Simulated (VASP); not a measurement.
# YB6: structure and properties in VASP, part 5 of 6

What structure does YB6 take at this level, and what are its properties? The start is a cell from a database of measured crystal structures.

VASP 6.6.1; LDA; plane waves and PAW (Y_sv, B).

Still holding for the runs below: This run has no spin polarisation. Its electron count is odd, so without a moment it is a metal by construction.

So far. Step 6 (Density of states (LDA)): The finer mesh and the other smearing move the Fermi level by -0.02 eV from the 6×6×6 run, a small shift, which tests the Fermi level alone. Of the states within 0.3 eV of the Fermi level, the largest shares in the PAW spheres are Y d 33 % and B p 23 %. The rest lies in smaller channels or between the spheres. Step 7 (Zone-centre phonons (LDA)): The three acoustic modes lie within 0.2 cm⁻¹ of zero, and all others are real.

The database entry behind the starting cell differs from later determinations by our own check (about 0.3 % long, ideal inner coordinate), so it need not match the best structure at ambient conditions.

## 8. Volume scan with LDA, volume scale 0.94

An equation of state needs energies on both sides of the minimum, all on one mesh and cutoff.

Contents of INCAR:

```
SYSTEM = YB6
PREC = Accurate
ENCUT = 420
EDIFF = 1E-06
NELM = 100
ISMEAR = 0
SIGMA = 0.05
LREAL = .FALSE.
ALGO = Normal
GGA = CA
NBANDS = 21
LASPH = .TRUE.
LORBIT = 11
LWAVE = .FALSE.
LCHARG = .FALSE.
KPAR = 4
ISIF = 2
```

Contents of POSCAR:

```
YB6
1.0
    3.9604973216      0.0000000000      0.0000000000
    0.0000000000      3.9604973216      0.0000000000
    0.0000000000      0.0000000000      3.9604973216
Y B
1 6
Direct
    0.0000000000      0.0000000000      0.0000000000
    0.1990281892      0.5000000000      0.5000000000
    0.5000000000      0.1990281892      0.5000000000
    0.8009718108      0.5000000000      0.5000000000
    0.5000000000      0.8009718108      0.5000000000
    0.5000000000      0.5000000000      0.1990281892
    0.5000000000      0.5000000000      0.8009718108
```

Contents of KPOINTS:

```
Automatic mesh
0
Gamma
6 6 6
0 0 0
```

PAW data sets: Y_sv and B (LDA family, release 64).

Launch:

```console
$ mpirun -np 4 vasp_std
```

The log of the run:

```text
[... set-up lines as in an earlier step ...]
 entering main loop
       N       E                     dE             d eps       ncg     rms          rms(c)
DAV:   1     0.704907698887E+02    0.70491E+02   -0.12571E+04   840   0.110E+03
DAV:   2    -0.609394746759E+02   -0.13143E+03   -0.12669E+03  1116   0.244E+02
DAV:   3    -0.649749535682E+02   -0.40355E+01   -0.40135E+01  1211   0.381E+01
DAV:   4    -0.650581905231E+02   -0.83237E-01   -0.83118E-01  1169   0.465E+00
DAV:   5    -0.650596245434E+02   -0.14340E-02   -0.14339E-02  1189   0.554E-01    0.171E+01
DAV:   6    -0.554868518342E+02    0.95728E+01   -0.15258E+01  1087   0.228E+01    0.152E+01
DAV:   7    -0.544799283300E+02    0.10069E+01   -0.77010E+00  1157   0.132E+01    0.143E+01
DAV:   8    -0.548193683753E+02   -0.33944E+00   -0.30262E+00   986   0.943E+00    0.339E+00
DAV:   9    -0.544544039783E+02    0.36496E+00   -0.14094E+00  1002   0.611E+00    0.328E-01
DAV:  10    -0.544572083825E+02   -0.28044E-02   -0.67097E-02  1084   0.148E+00    0.958E-01
DAV:  11    -0.544573505821E+02   -0.14220E-03   -0.16715E-03  1102   0.228E-01    0.458E-01
DAV:  12    -0.544571264781E+02    0.22410E-03   -0.70773E-04  1045   0.149E-01    0.178E-01
DAV:  13    -0.544571074337E+02    0.19044E-04   -0.95180E-05  1104   0.594E-02    0.443E-02
DAV:  14    -0.544571073798E+02    0.53943E-07   -0.28761E-06  1021   0.108E-02
   1 F= -.54457107E+02 E0= -.54456476E+02  d E =-.126251E-02
```

It took 5.6 s on 4 MPI ranks of Intel Xeon 6975P-C (Granite Rapids), shared host; peak memory 0.57 GiB; 20 s of CPU time.

OUTCAR, selected parts (step 8):

```text
   ENCUT  =  420.0 eV  30.87 Ry    5.56 a.u.   6.62  6.62  6.62*2*pi/ulx,y,z

   NELECT =      29.0000    total number of electrons

 E-fermi :   7.3416

 k-point     1 :       0.0000    0.0000    0.0000
  band No.  band energies     occupation
    ...
     10       0.1009      2.00000
     11       0.1009      2.00000
     12       5.1605      2.00000
     13       5.1605      2.00000
     14       5.1605      2.00000
     15       8.4308      0.00000
     16       8.4308      0.00000
     17       8.4308      0.00000
     18       8.4589      0.00000
     19       8.4589      0.00000
    ...

  Total        5.0559540      5.0559540      5.0559540      0.0000000      0.0000000     -0.0000000
  in kB      130.3960774    130.3960774    130.3960774      0.0000000      0.0000000     -0.0000000
  external PRESSURE =     130.3960774 kB  Pullay stress =       0.0000000 kB

 POSITION                                       TOTAL-FORCE (eV/Angst)
 -----------------------------------------------------------------------------------
      0.00000      0.00000      0.00000         0.000000      0.000000     -0.000000
      0.78825      1.98025      1.98025        -0.262765     -0.000000     -0.000000
      1.98025      0.78825      1.98025         0.000000     -0.262765     -0.000000
      3.17225      1.98025      1.98025         0.262765      0.000000     -0.000000
      1.98025      3.17225      1.98025         0.000000      0.262765     -0.000000
      1.98025      1.98025      0.78825         0.000000     -0.000000     -0.262765
      1.98025      1.98025      3.17225        -0.000000      0.000000      0.262765
 -----------------------------------------------------------------------------------
    total drift:                                0.000000     -0.000000     -0.000000

  FREE ENERGIE OF THE ION-ELECTRON SYSTEM (eV)
  ---------------------------------------------------
  free  energy   TOTEN  =       -54.4571073798 eV

  energy  without entropy=      -54.4558448714  energy(sigma->0) =      -54.45647613

[... 4 parts as in an earlier step ...]

[... 12 further parts left out ...]
```

The scan keeps the cell's shape and the fractional positions fixed.

This step gave:

```
SCF cycles              : 14
irreducible k-points    : 20
free energy (TOTEN)     : -54.4571 eV
energy at zero smearing : -54.4565 eV
Fermi energy            : 7.342 eV
pressure                : 13.04 GPa
```

Force by atom:

```tsv
atom	x (eV/Å)	y (eV/Å)	z (eV/Å)	size
Y1	0.000	0.000	0.000	0.000
B2	-0.263	0.000	0.000	0.263
B3	0.000	-0.263	0.000	0.263
B4	0.263	0.000	0.000	0.263
B5	0.000	0.263	0.000	0.263
B6	0.000	0.000	-0.263	0.263
B7	0.000	0.000	0.263	0.263
```

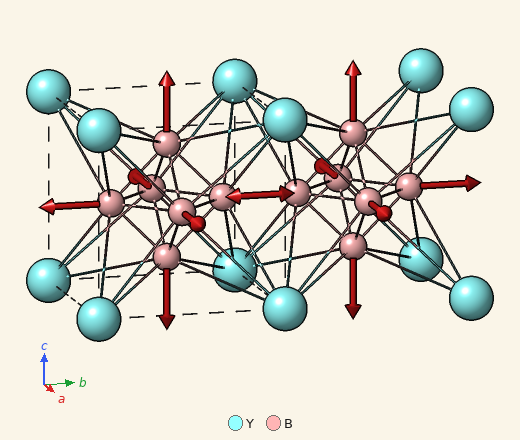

Force as arrows, the longest 0.263 eV/Å. 1×2×1 cells are drawn. Some periodic images of atoms are drawn too.

The pressure here is 13.04 GPa.

## 9. Volume scan with LDA, volume scale 0.96

INCAR is that of step 8.

POSCAR: that of step 8 with these lines changed.

```diff
@@ -2,5 +2,5 @@
 1.0
-    3.9604973216      0.0000000000      0.0000000000
-    0.0000000000      3.9604973216      0.0000000000
-    0.0000000000      0.0000000000      3.9604973216
+    3.9883890668      0.0000000000      0.0000000000
+    0.0000000000      3.9883890668      0.0000000000
+    0.0000000000      0.0000000000      3.9883890668
 Y B
```

KPOINTS is that of step 8.

Launch:

```console
$ mpirun -np 4 vasp_std
```

The log of the run:

```text
[... set-up lines as in an earlier step ...]
 entering main loop
       N       E                     dE             d eps       ncg     rms          rms(c)
DAV:   1     0.687356026517E+02    0.68736E+02   -0.12625E+04   840   0.110E+03
DAV:   2    -0.604517042626E+02   -0.12919E+03   -0.12521E+03  1081   0.244E+02
DAV:   3    -0.647896370240E+02   -0.43379E+01   -0.43011E+01  1259   0.383E+01
DAV:   4    -0.648629062659E+02   -0.73269E-01   -0.73163E-01  1179   0.447E+00
DAV:   5    -0.648642975836E+02   -0.13913E-02   -0.13912E-02  1167   0.528E-01    0.166E+01
DAV:   6    -0.555471773123E+02    0.93171E+01   -0.14726E+01  1077   0.227E+01    0.147E+01
DAV:   7    -0.545766992182E+02    0.97048E+00   -0.76084E+00  1152   0.130E+01    0.139E+01
DAV:   8    -0.549176081236E+02   -0.34091E+00   -0.31075E+00  1001   0.938E+00    0.316E+00
DAV:   9    -0.545386516514E+02    0.37896E+00   -0.14053E+00  1012   0.604E+00    0.360E-01
DAV:  10    -0.545451871962E+02   -0.65355E-02   -0.94138E-02  1084   0.149E+00    0.910E-01
DAV:  11    -0.545453658171E+02   -0.17862E-03   -0.18201E-03  1089   0.222E-01    0.464E-01
DAV:  12    -0.545451011741E+02    0.26464E-03   -0.65243E-04  1081   0.144E-01    0.203E-01
DAV:  13    -0.545450761297E+02    0.25044E-04   -0.12921E-04  1062   0.685E-02    0.342E-02
DAV:  14    -0.545450766818E+02   -0.55205E-06   -0.65471E-06  1072   0.150E-02
   1 F= -.54545077E+02 E0= -.54544447E+02  d E =-.125942E-02
```

Wall time 4.8 s (4 MPI ranks); peak memory 0.58 GiB.

Parts of OUTCAR (step 9):

```text
   ENCUT  =  420.0 eV  30.87 Ry    5.56 a.u.   6.66  6.66  6.66*2*pi/ulx,y,z

   NELECT =      29.0000    total number of electrons

 E-fermi :   7.1670

 k-point     1 :       0.0000    0.0000    0.0000
  band No.  band energies     occupation
    ...
     10      -0.0175      2.00000
     11      -0.0175      2.00000
     12       5.0235      2.00000
     13       5.0235      2.00000
     14       5.0235      2.00000
     15       8.2485      0.00000
     16       8.2485      0.00000
     17       8.2576      0.00000
     18       8.2576      0.00000
     19       8.2576      0.00000
    ...

  Total        3.2822454      3.2822454      3.2822454     -0.0000000     -0.0000000      0.0000000
  in kB       82.8875062     82.8875062     82.8875062     -0.0000000     -0.0000000      0.0000000
  external PRESSURE =      82.8875062 kB  Pullay stress =       0.0000000 kB

 POSITION                                       TOTAL-FORCE (eV/Angst)
 -----------------------------------------------------------------------------------
      0.00000      0.00000      0.00000         0.000000     -0.000000      0.000000
      0.79380      1.99419      1.99419        -0.170036     -0.000000      0.000000
      1.99419      0.79380      1.99419         0.000000     -0.170036      0.000000
      3.19459      1.99419      1.99419         0.170036     -0.000000      0.000000
      1.99419      3.19459      1.99419         0.000000      0.170036      0.000000
      1.99419      1.99419      0.79380         0.000000     -0.000000     -0.170036
      1.99419      1.99419      3.19459         0.000000     -0.000000      0.170036
 -----------------------------------------------------------------------------------
    total drift:                                0.000000     -0.000000     -0.000000

  FREE ENERGIE OF THE ION-ELECTRON SYSTEM (eV)
  ---------------------------------------------------
  free  energy   TOTEN  =       -54.5450766818 eV

  energy  without entropy=      -54.5438172591  energy(sigma->0) =      -54.54444697

[... 4 parts as in an earlier step ...]

[... 12 further parts left out ...]
```

Numbers from this step:

- free energy (TOTEN): -54.5451 eV
- energy at zero smearing: -54.5444 eV
- Fermi energy: 7.167 eV
- pressure: 8.289 GPa

Force by atom:

```tsv
atom	x (eV/Å)	y (eV/Å)	z (eV/Å)	size
Y1	0.000	0.000	0.000	0.000
B2	-0.170	0.000	0.000	0.170
B3	0.000	-0.170	0.000	0.170
B4	0.170	0.000	0.000	0.170
B5	0.000	0.170	0.000	0.170
B6	0.000	0.000	-0.170	0.170
B7	0.000	0.000	0.170	0.170
```

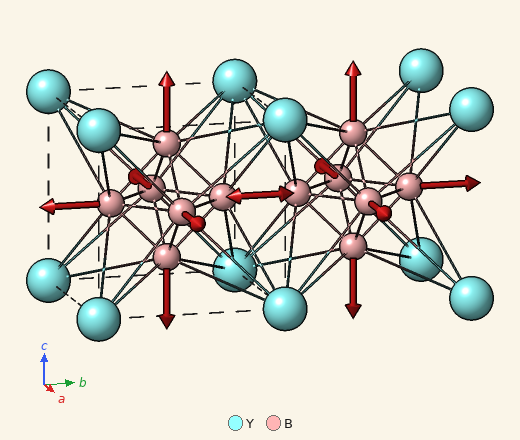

Force as arrows, the longest 0.170 eV/Å. 1×2×1 cells are drawn. Some periodic images of atoms are drawn too.

The pressure falls from 13.04 to 8.29 GPa.

## 10. Volume scan with LDA, volume scale 0.98

INCAR is that of step 9.

POSCAR: that of step 9 with these lines changed.

```diff
@@ -2,5 +2,5 @@
 1.0
-    3.9883890668      0.0000000000      0.0000000000
-    0.0000000000      3.9883890668      0.0000000000
-    0.0000000000      0.0000000000      3.9883890668
+    4.0158960675      0.0000000000      0.0000000000
+    0.0000000000      4.0158960675      0.0000000000
+    0.0000000000      0.0000000000      4.0158960675
 Y B
```

KPOINTS is that of step 9.

Launch:

```console
$ mpirun -np 4 vasp_std
```

The log of the run:

```text
[... set-up lines as in an earlier step ...]
 entering main loop
       N       E                     dE             d eps       ncg     rms          rms(c)
DAV:   1     0.747879601814E+02    0.74788E+02   -0.12803E+04   840   0.110E+03
DAV:   2    -0.601888749894E+02   -0.13498E+03   -0.13103E+03  1086   0.243E+02
DAV:   3    -0.645816561542E+02   -0.43928E+01   -0.43360E+01  1312   0.390E+01
DAV:   4    -0.646457086951E+02   -0.64053E-01   -0.63953E-01  1168   0.403E+00
[...]
DAV:  12    -0.545956888199E+02    0.27742E-03   -0.81496E-04  1035   0.154E-01    0.187E-01
DAV:  13    -0.545956647088E+02    0.24111E-04   -0.12054E-04  1072   0.647E-02    0.453E-02
DAV:  14    -0.545956652871E+02   -0.57826E-06   -0.44939E-06  1037   0.128E-02
   1 F= -.54595665E+02 E0= -.54595036E+02  d E =-.125822E-02
```

It took 4.6 s on 4 MPI ranks; peak memory 0.57 GiB.

OUTCAR, selected parts (step 10):

```text
  Total        1.6029922      1.6029922      1.6029922      0.0000000     -0.0000000     -0.0000000
  in kB       39.6546940     39.6546940     39.6546940      0.0000000     -0.0000000     -0.0000000
  external PRESSURE =      39.6546940 kB  Pullay stress =       0.0000000 kB

 POSITION                                       TOTAL-FORCE (eV/Angst)
 -----------------------------------------------------------------------------------
      0.00000      0.00000      0.00000         0.000000     -0.000000     -0.000000
      0.79928      2.00795      2.00795        -0.083842     -0.000000     -0.000000
      2.00795      0.79928      2.00795         0.000000     -0.083842     -0.000000
      3.21662      2.00795      2.00795         0.083842      0.000000     -0.000000
      2.00795      3.21662      2.00795        -0.000000      0.083842     -0.000000
      2.00795      2.00795      0.79928        -0.000000     -0.000000     -0.083842
      2.00795      2.00795      3.21662         0.000000      0.000000      0.083842
 -----------------------------------------------------------------------------------
    total drift:                                0.000000     -0.000000     -0.000000

  FREE ENERGIE OF THE ION-ELECTRON SYSTEM (eV)
  ---------------------------------------------------
  free  energy   TOTEN  =       -54.5956652871 eV

  energy  without entropy=      -54.5944070720  energy(sigma->0) =      -54.59503618

[... 1 part as in an earlier step ...]

[... 2 further parts left out ...]
[key lines of the parts left out:]
E-fermi :   6.9981
```

The pressure falls from 8.29 to 3.97 GPa.

The run ends at a pressure of 3.97 GPa, with forces up to 0.084 eV/Å.

## 11. Volume scan with LDA, volume scale 1

INCAR is that of step 10.

POSCAR: that of step 10 with these lines changed.

```diff
@@ -2,5 +2,5 @@
 1.0
-    4.0158960675      0.0000000000      0.0000000000
-    0.0000000000      4.0158960675      0.0000000000
-    0.0000000000      0.0000000000      4.0158960675
+    4.0430313235      0.0000000000      0.0000000000
+    0.0000000000      4.0430313235      0.0000000000
+    0.0000000000      0.0000000000      4.0430313235
 Y B
```

KPOINTS is that of step 10.

Launch:

```console
$ mpirun -np 4 vasp_std
```

The log of the run:

```text
[... set-up lines as in an earlier step ...]
 entering main loop
       N       E                     dE             d eps       ncg     rms          rms(c)
[... 16 cycles as in an earlier step ...]
   1 F= -.54612144E+02 E0= -.54611515E+02  d E =-.125868E-02
```

Wall time 6.2 s (4 MPI ranks); peak memory 0.58 GiB; 22 s of CPU time.

OUTCAR, selected parts (step 11):

```text
[... 6 parts as in an earlier step ...]

[... 1 further part left out ...]
[key lines of the parts left out:]
E-fermi :   6.8346
```

The pressure falls from 3.97 to 0.00 GPa.

The run ends at a pressure of 0.00 GPa, with forces up to 5.2e-4 eV/Å.

## 12. Volume scan with LDA, volume scale 1.02

INCAR is that of step 11.

POSCAR: that of step 11 with these lines changed.

```diff
@@ -2,5 +2,5 @@
 1.0
-    4.0430313235      0.0000000000      0.0000000000
-    0.0000000000      4.0430313235      0.0000000000
-    0.0000000000      0.0000000000      4.0430313235
+    4.0698071457      0.0000000000      0.0000000000
+    0.0000000000      4.0698071457      0.0000000000
+    0.0000000000      0.0000000000      4.0698071457
 Y B
```

KPOINTS is that of step 11.

Launch:

```console
$ mpirun -np 4 vasp_std
```

The log of the run:

```text
[... set-up lines as in an earlier step ...]
 entering main loop
       N       E                     dE             d eps       ncg     rms          rms(c)
DAV:   1     0.675834716644E+02    0.67583E+02   -0.12445E+04   840   0.109E+03
DAV:   2    -0.595117683964E+02   -0.12710E+03   -0.12256E+03  1078   0.237E+02
DAV:   3    -0.640770318448E+02   -0.45653E+01   -0.44734E+01  1251   0.386E+01
DAV:   4    -0.641545796454E+02   -0.77548E-01   -0.77293E-01  1166   0.448E+00
[...]
DAV:  12    -0.545974263460E+02    0.38948E-03   -0.10108E-03  1089   0.168E-01    0.213E-01
DAV:  13    -0.545973908723E+02    0.35474E-04   -0.18472E-04  1015   0.775E-02    0.505E-02
DAV:  14    -0.545973917940E+02   -0.92169E-06   -0.85290E-06  1045   0.173E-02
   1 F= -.54597392E+02 E0= -.54596761E+02  d E =-.126101E-02
```

Run time: 5.6 s. Hardware: 4 MPI ranks; peak memory 0.56 GiB.

OUTCAR, selected parts (step 12):

```text
  Total       -1.5106908     -1.5106908     -1.5106908     -0.0000000      0.0000000     -0.0000000
  in kB      -35.9058056    -35.9058056    -35.9058056     -0.0000000      0.0000000     -0.0000000
  external PRESSURE =     -35.9058056 kB  Pullay stress =       0.0000000 kB

 POSITION                                       TOTAL-FORCE (eV/Angst)
 -----------------------------------------------------------------------------------
      0.00000      0.00000      0.00000         0.000000      0.000000      0.000000
      0.81001      2.03490      2.03490         0.073471      0.000000      0.000000
      2.03490      0.81001      2.03490         0.000000      0.073471      0.000000
      3.25980      2.03490      2.03490        -0.073471      0.000000      0.000000
      2.03490      3.25980      2.03490         0.000000     -0.073471      0.000000
      2.03490      2.03490      0.81001         0.000000      0.000000      0.073471
      2.03490      2.03490      3.25980         0.000000      0.000000     -0.073471
 -----------------------------------------------------------------------------------
    total drift:                                0.000000     -0.000000     -0.000000

  FREE ENERGIE OF THE ION-ELECTRON SYSTEM (eV)
  ---------------------------------------------------
  free  energy   TOTEN  =       -54.5973917940 eV

  energy  without entropy=      -54.5961307849  energy(sigma->0) =      -54.59676129

[... 1 part as in an earlier step ...]

[... 2 further parts left out ...]
[key lines of the parts left out:]
E-fermi :   6.6759
```

The pressure falls from 0.00 to -3.59 GPa.

The run ends at a pressure of -3.59 GPa, with forces up to 0.073 eV/Å.

## 13. Volume scan with LDA, volume scale 1.04

INCAR is that of step 12.

POSCAR: that of step 12 with these lines changed.

```diff
@@ -2,5 +2,5 @@
 1.0
-    4.0698071457      0.0000000000      0.0000000000
-    0.0000000000      4.0698071457      0.0000000000
-    0.0000000000      0.0000000000      4.0698071457
+    4.0962352053      0.0000000000      0.0000000000
+    0.0000000000      4.0962352053      0.0000000000
+    0.0000000000      0.0000000000      4.0962352053
 Y B
```

KPOINTS is that of step 12.

Launch:

```console
$ mpirun -np 4 vasp_std
```

The log of the run:

```text
[... set-up lines as in an earlier step ...]
 entering main loop
       N       E                     dE             d eps       ncg     rms          rms(c)
DAV:   1     0.672747871193E+02    0.67275E+02   -0.12383E+04   840   0.109E+03
DAV:   2    -0.596777610586E+02   -0.12695E+03   -0.12286E+03  1110   0.236E+02
DAV:   3    -0.638190713398E+02   -0.41413E+01   -0.41109E+01  1299   0.374E+01
DAV:   4    -0.638841215285E+02   -0.65050E-01   -0.64634E-01  1150   0.402E+00
[...]
DAV:  12    -0.545543027028E+02    0.24359E-03   -0.74980E-04  1081   0.145E-01    0.155E-01
DAV:  13    -0.545542829764E+02    0.19726E-04   -0.11063E-04  1093   0.604E-02    0.364E-02
DAV:  14    -0.545542834830E+02   -0.50657E-06   -0.41085E-06  1002   0.115E-02
   1 F= -.54554283E+02 E0= -.54553651E+02  d E =-.126540E-02
```

Run time: 4.6 s. Hardware: 4 MPI ranks; peak memory 0.55 GiB; 16 s of CPU time.

OUTCAR, selected parts (step 13):

```text
  Total       -2.9547097     -2.9547097     -2.9547097     -0.0000000     -0.0000000      0.0000000
  in kB      -68.8764484    -68.8764484    -68.8764484     -0.0000000     -0.0000000      0.0000000
  external PRESSURE =     -68.8764484 kB  Pullay stress =       0.0000000 kB

 POSITION                                       TOTAL-FORCE (eV/Angst)
 -----------------------------------------------------------------------------------
      0.00000      0.00000      0.00000        -0.000000     -0.000000      0.000000
      0.81527      2.04812      2.04812         0.146024     -0.000000      0.000000
      2.04812      0.81527      2.04812        -0.000000      0.146024      0.000000
      3.28097      2.04812      2.04812        -0.146024      0.000000      0.000000
      2.04812      3.28097      2.04812        -0.000000     -0.146024      0.000000
      2.04812      2.04812      0.81527        -0.000000      0.000000      0.146024
      2.04812      2.04812      3.28097         0.000000     -0.000000     -0.146024
 -----------------------------------------------------------------------------------
    total drift:                                0.000000     -0.000000     -0.000000

  FREE ENERGIE OF THE ION-ELECTRON SYSTEM (eV)
  ---------------------------------------------------
  free  energy   TOTEN  =       -54.5542834830 eV

  energy  without entropy=      -54.5530180819  energy(sigma->0) =      -54.55365078

[... 1 part as in an earlier step ...]

[... 2 further parts left out ...]
[key lines of the parts left out:]
E-fermi :   6.5221
```

The pressure falls from -3.59 to -6.89 GPa.

The run ends at a pressure of -6.89 GPa, with forces up to 0.15 eV/Å.

(Part 5 of 6 ends here.)

[Lines on the potential files, build, host, timing and source positions are cut from VASP's logs without a mark.]

[Logs are printed without paths, hosts, clocks, repeated set-up lines and the standing remarks that a program may print on its own settings, such as how far it seeks lower states.]

[Hosts, paths, dates, database ids (printed as entryN), source tags and the programs' standing remarks are cut or masked in the printed files.]

[A measured line is paired with the nearest computed mode of its activity, which favours agreement.]
